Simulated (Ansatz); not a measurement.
# CH$_{9}$GeNSi: what the fields show

```xyz
13

C    -1.9367   -1.2842   -2.2764
Ge   -0.4238   -0.4038    0.7468
N     0.9861   -1.6597   -2.1732
Si   -0.4679   -1.7754   -1.2170
H    -2.8822   -1.3968   -1.7224
H    -1.8614   -0.2316   -2.5952
H    -1.9839   -1.9120   -3.1807
H    -0.5712   -3.2031   -0.7809
H     1.2342   -0.7499   -2.5554
H     1.8252   -2.1066   -1.8122
H    -1.6956   -0.4950    1.6141
H    -0.2521    1.0817    0.3631
H     0.7699   -0.7566    1.6565
```

Geometry: r2SCAN-D4/def2-SVP.

Computed with isolated molecule in a Gaussian basis; Kohn-Sham density functional theory, functional PBE0 (Ansatz).

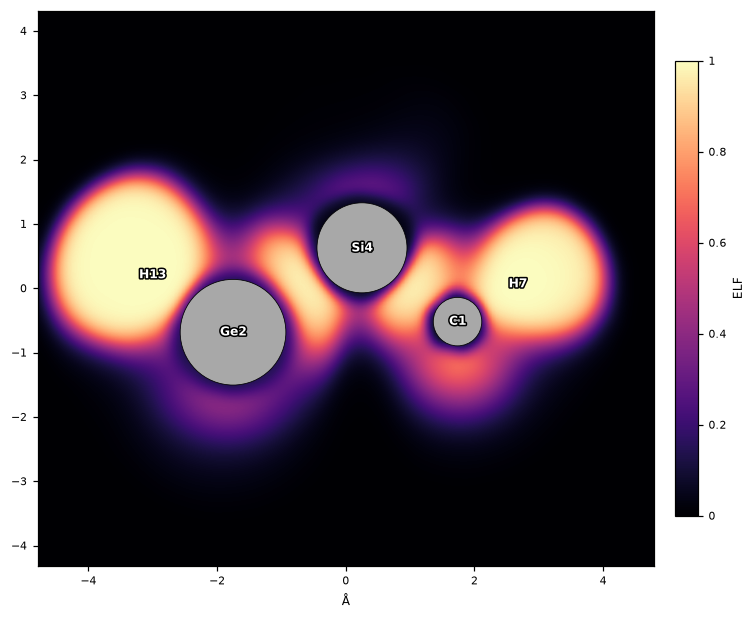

Figure 1. Electron localisation function on the plane of atoms Si4, Ge2 and H13. Grey discs cover the atomic cores.

Q: What does the map show?

A: The plane passes through C, Ge, Si and H nuclei. C–Si (1.88 Å): the ELF peaks at about 0.95 between the atoms; localised, covalent bonding. Si–Ge (2.40 Å): the ELF peaks at about 0.95 between the atoms; a covalent bond. C–H (1.10 Å): the ELF climbs to about 1 towards the hydrogen, as it does in any bond to H: an ordinary covalent bond to hydrogen. Ge–H (1.54 Å): the ELF climbs to about 1 towards the hydrogen.

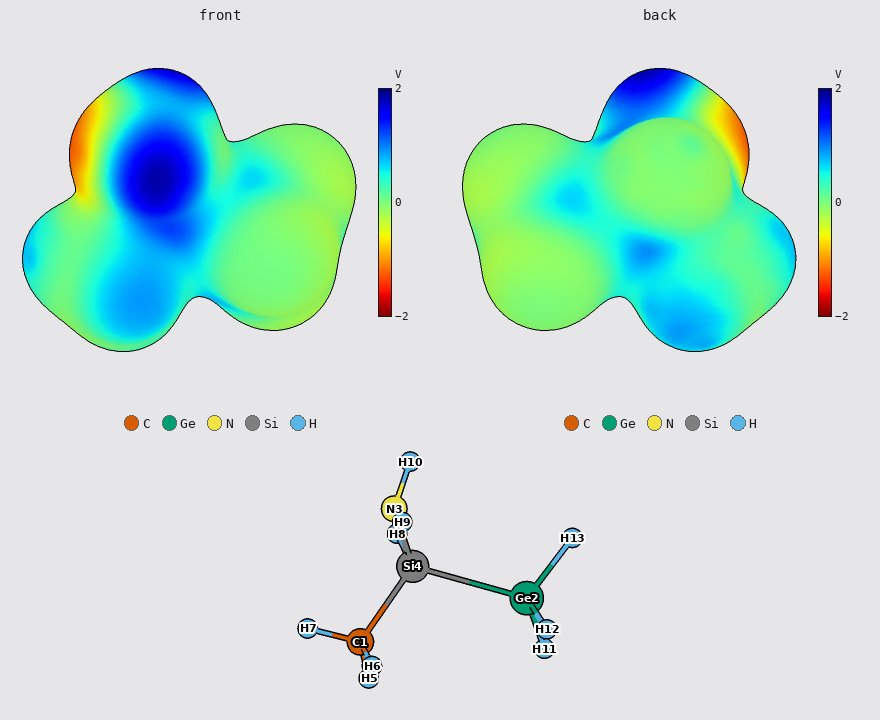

Figure 2. The molecular electrostatic potential painted on the density surface at 0.002 e/bohr³, seen from the front and from behind; red is negative and blue positive. The bare structure is drawn below in the same view.

Q: Describe the electrostatic potential map.

A: The most negative region (about −1.3 V) lies over N3, the most positive (about +1.8 V) over H9 and H10. N3 is the likeliest acceptor of a hydrogen bond.

Q: How polar is the molecule by this calculation?

A: Its dipole moment is 1.05 D.

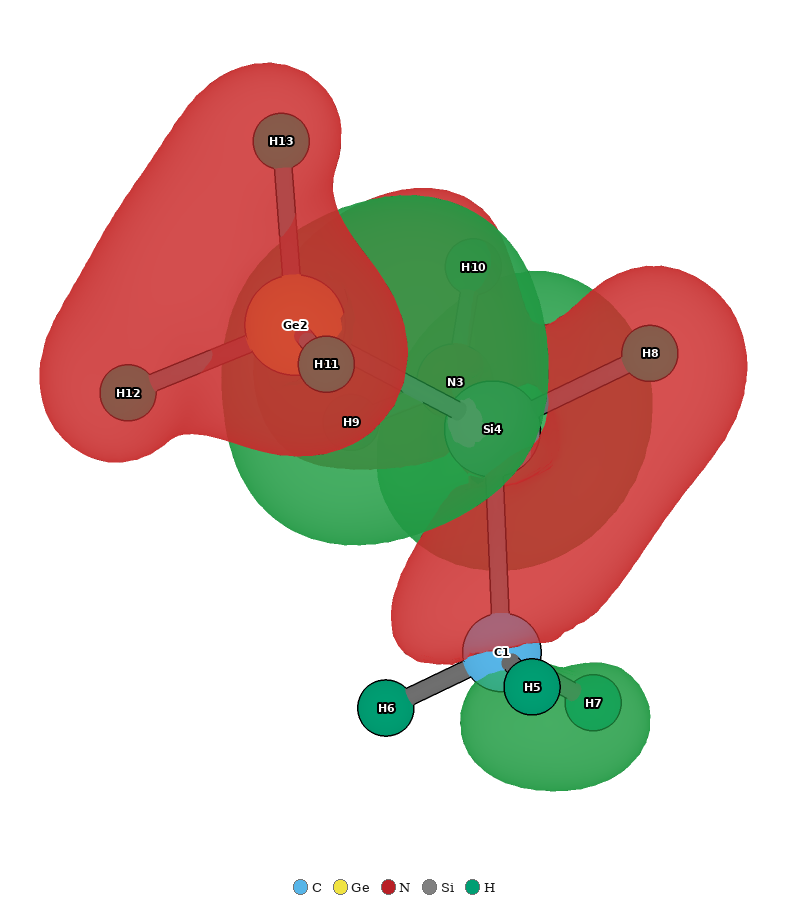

Figure 3. The HOMO at ±0.06 Å⁻³ᐟ² (green and red are the two phases), seen at an oblique angle.

Q: Describe this orbital and give its energy.

A: Its weight (Hirshfeld) is mainly on N3 (about 35 %), Ge2 (about 25 %) and Si4 (about 20 %). Its energy is −6.93 eV.
